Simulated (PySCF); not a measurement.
## Two runs on C₂HF₅

System: C₂HF₅ (pentafluoroethane), SMILES FC(F)C(F)(F)F.
Method of run A: GIAO BHandHLYP/pcSseg-2 NMR shielding, non-relativistic, gas phase (PySCF 2.14.0).

The geometry comes from this level: PBE0-D3(BJ)/def2-SVP. Text and figures count atoms from 1; the logs count them from 0 in places.

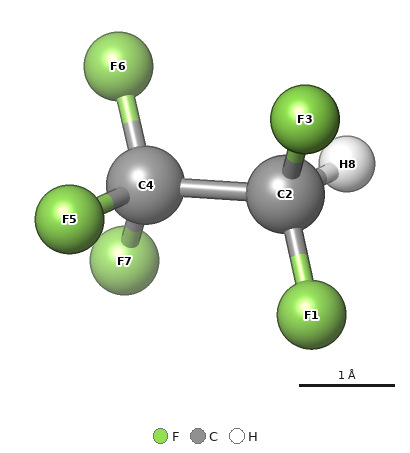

Fig. 1: The input geometry (ball-and-stick view, seen at a tilt; atoms are numbered from 1 in the order of the input).

Input file, run A:
```
{"job": {"kind": "nmr", "xc": "BHandHLYP", "basis": "pcSseg-2", "pop": false}, "charge": 0, "multiplicity": 1}
F     -0.090836    -1.731716     0.183181
C      0.349673    -0.594849    -0.369516
F      1.668664    -0.486444    -0.171230
C     -0.351250     0.586835     0.303370
F     -0.093376     0.624865     1.601418
F      0.060637     1.723826    -0.248935
F     -1.663923     0.481189     0.127936
H      0.134543    -0.597140    -1.452361
```

The first line tells a small driver script what to run in PySCF; the rest is the geometry in Å.

Hardware: 1 CPU thread, shared host.

Output (run A):
```
coarse grid: 8224 points
cycle   1  E = -575.8368136166  dE =  1.337e+00  |g| = 1.162e+00  |ddm| = 1.905e+00
cycle   2  E = -575.7766868113  dE =  6.013e-02  |g| = 1.392e+00  |ddm| = 9.885e-01
cycle   3  E = -576.0583624782  dE = -2.817e-01  |g| = 5.625e-02  |ddm| = 5.170e-01
cycle   4  E = -576.0588494250  dE = -4.869e-04  |g| = 2.457e-02  |ddm| = 3.980e-02
cycle   5  E = -576.0589428452  dE = -9.342e-05  |g| = 5.892e-03  |ddm| = 1.450e-02
cycle   6  E = -576.0589478227  dE = -4.978e-06  |g| = 2.110e-03  |ddm| = 3.131e-03
final grid: 85808 points
cycle   7  E = -576.0504330766  dE = -3.453e-05  |g| = 3.500e-03  |ddm| = 1.588e-02
cycle   8  E = -576.0504328537  dE =  2.229e-07  |g| = 3.757e-03  |ddm| = 2.566e-03
cycle   9  E = -576.0504347825  dE = -1.929e-06  |g| = 1.689e-04  |ddm| = 1.316e-03
cycle  10  E = -576.0504347867  dE = -4.180e-09  |g| = 7.301e-05  |ddm| = 1.135e-04
cycle  11  E = -576.0504347876  dE = -9.379e-10  |g| = 1.411e-05  |ddm| = 3.908e-05
converged SCF energy = -576.0504347876

GIAO shielding tensors (ppm)
atom      isotropic    diamagn.    paramagn.     s11        s22        s33       span
  0 F      340.391     466.337    -125.946    238.656    364.121    418.396    179.741
  1 C       74.214     237.040    -162.826     58.969     77.921     85.752     26.782
  2 F      340.716     466.323    -125.607    239.569    363.648    418.932    179.363
  3 C       61.360     239.007    -177.647     53.098     64.023     66.959     13.860
  4 F      293.999     467.271    -173.272    213.600    300.645    367.753    154.153
  5 F      282.870     467.595    -184.724    200.733    287.115    360.763    160.031
  6 F      283.169     467.598    -184.428    201.320    288.065    360.123    158.803
  7 H       25.903      28.192      -2.289     23.840     24.776     29.093      5.253
```

The input of run B differs as follows (lines with − go, lines with + come):
```diff
-"xc": "BHandHLYP"
+"xc": "HF"
```

Predict how the results change.

The total energies belong to different methods, so their difference says nothing on which is more stable or more accurate. The HOMO goes from −12.44 to −15.21 eV. The LUMO goes from 1.20 to 2.80 eV. The dipole moment goes from 1.65 to 1.76 D. Of all shieldings, the largest change is that of F6 and F7, by +26.9 ppm. The method changes from BHandHLYP to HF. The SCF takes 10 iterations against 11.

Output (run B):
```
final grid: 85808 points
cycle   1  E = -573.4839657331  dE =  1.466e+00  |g| = 1.196e+00  |ddm| = 1.904e+00
cycle   2  E = -573.6608795776  dE = -1.769e-01  |g| = 7.718e-01  |ddm| = 8.469e-01
cycle   3  E = -573.7485150109  dE = -8.764e-02  |g| = 8.052e-02  |ddm| = 2.925e-01
cycle   4  E = -573.7502030741  dE = -1.688e-03  |g| = 2.487e-02  |ddm| = 6.546e-02
cycle   5  E = -573.7504025551  dE = -1.995e-04  |g| = 4.906e-03  |ddm| = 2.439e-02
cycle   6  E = -573.7504151920  dE = -1.264e-05  |g| = 1.575e-03  |ddm| = 6.090e-03
cycle   7  E = -573.7504159219  dE = -7.299e-07  |g| = 5.505e-04  |ddm| = 1.252e-03
cycle   8  E = -573.7504160089  dE = -8.709e-08  |g| = 1.074e-04  |ddm| = 4.432e-04
cycle   9  E = -573.7504160131  dE = -4.163e-09  |g| = 2.440e-05  |ddm| = 1.073e-04
cycle  10  E = -573.7504160134  dE = -2.667e-10  |g| = 8.204e-06  |ddm| = 2.980e-05
converged SCF energy = -573.7504160134

GIAO shielding tensors (ppm)
atom      isotropic    diamagn.    paramagn.     s11        s22        s33       span
  0 F      365.187     465.321    -100.134    268.403    385.898    441.260    172.857
  1 C       91.509     236.021    -144.512     80.828     92.522    101.177     20.350
  2 F      365.453     465.309     -99.855    269.161    385.478    441.720    172.559
  3 C       81.041     238.022    -156.980     76.612     81.761     84.751      8.139
  4 F      318.865     466.114    -147.248    239.520    327.782    389.295    149.775
  5 F      309.758     466.464    -156.706    229.044    316.796    383.434    154.390
  6 F      310.054     466.464    -156.410    229.567    317.682    382.914    153.347
  7 H       26.394      28.057      -1.663     24.174     24.937     30.071      5.897
```

The two runs side by side:

```csv
quantity,run A,run B
outcome,converged,converged
total energy (hartree),−576.050435,−573.750416
HOMO (eV),−12.44,−15.21
LUMO (eV),1.20,2.80
dipole moment (D),1.65,1.76
shielding of F1 (ppm),340.4,365.2
shielding of C2 (ppm),74.2,91.5
shielding of F3 (ppm),340.7,365.5
shielding of C4 (ppm),61.4,81.0
shielding of F5 (ppm),294.0,318.9
shielding of F6 (ppm),282.9,309.8
shielding of F7 (ppm),283.2,310.1
SCF iterations,11,10
basis functions,266,266
wall time (shared host),28 s,20 s
```
